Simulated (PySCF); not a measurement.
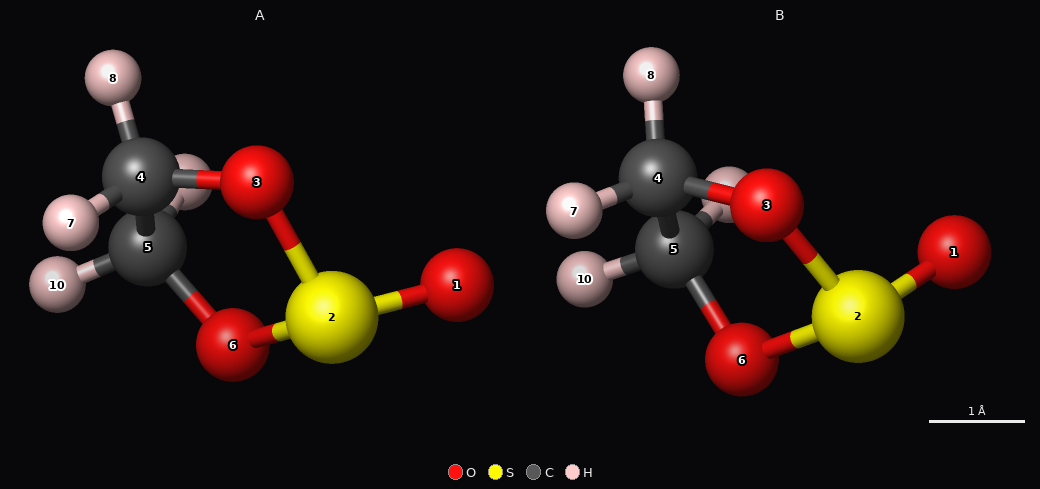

Two geometries of C₂H₄O₃S, drawn at one scale. One is the start of a relaxation, the other its converged end. The picture is a ball-and-stick view, seen from a free direction.

Theory: PySCF, PBE0-D3(BJ)/def2-SVP geometry optimisation, gas phase. 

Question: Which of the two is the end point?

Answer: Structure B is the relaxed one. The start comes from GFN2-xTB. Its atoms were then displaced at random by about 0.01 Å. The atom that moves furthest after the best rigid fit is an O atom (0.58 Å). Largest moves by element: O 0.58 Å, H 0.31 Å, S 0.09 Å, C 0.09 Å. Some distances before and after: C–O 1.349 → 1.421 Å, C–O 1.393 → 1.421 Å, O–S 1.694 → 1.666 Å, C–H 1.127 → 1.103 Å. Among the angles between lasting bonds that change: S–O–C 113.0° → 108.0°, O–S–O 111.8° → 108.4°, C–C–H 109.4° → 111.9°. Groups turn about O–S by about 35°, O–S by about 30°, C–O by about 25°. Over 15 geometry steps the energy falls by 0.203 eV. The run took 48 s on 1 thread of Intel(R) Xeon(R) 6975P-C, with other jobs on the host.
